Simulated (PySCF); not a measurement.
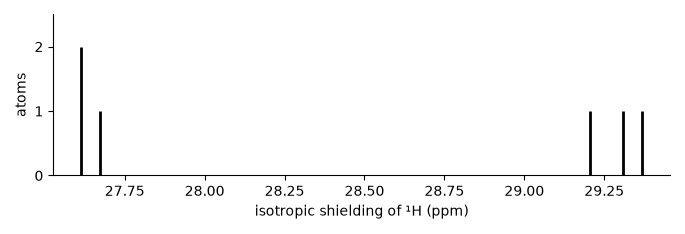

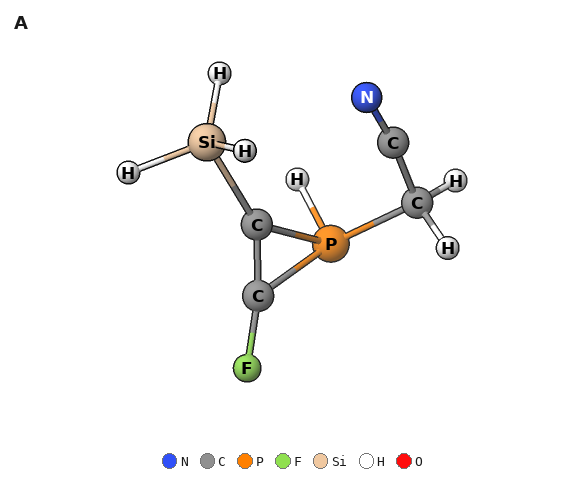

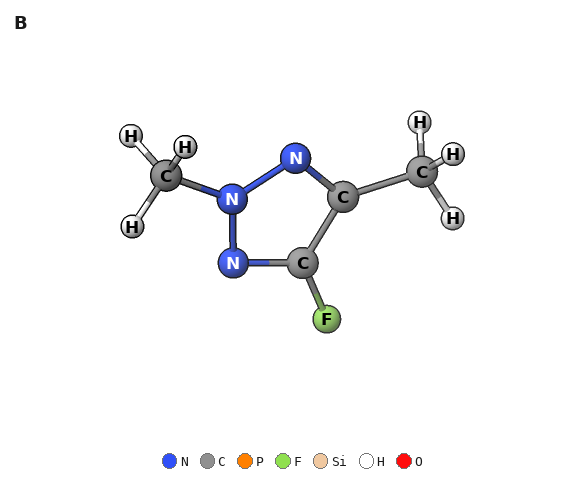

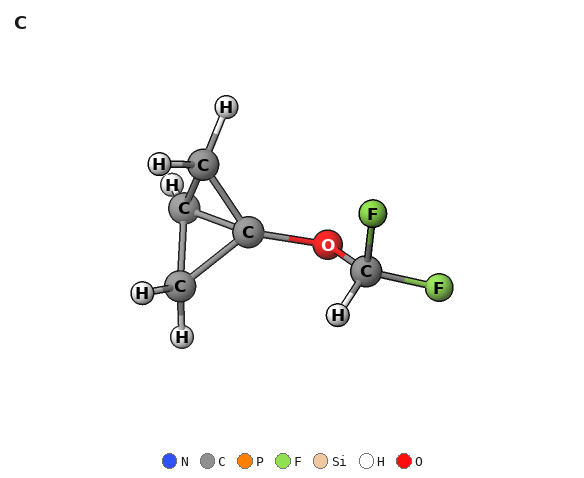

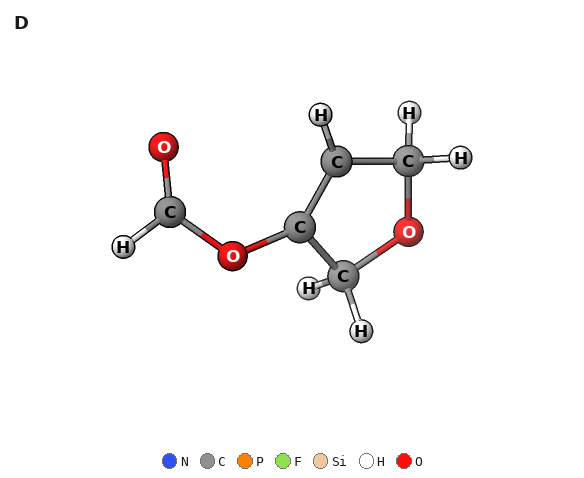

The sticks are computed shieldings of one of the molecules, for one fixed geometry (GFN2-xTB) without averaging over rotations. Low shielding means a high chemical shift. Method: GIAO PBE0/pcSseg-1 NMR shielding, non-relativistic, gas phase (PySCF 2.14.0).

**Which molecule gives this pattern?**

B, `Cc1nn(C)nc1F`. Its 6 H atoms give lines at 27.61 (2 atoms), 27.67, 29.21, 29.31, 29.37 ppm.

The geometry is semi-empirical. Around P, Si such bond lengths and angles can be off by a tenth of an ångström or more and by several degrees, and values that hang on the shape move with them.
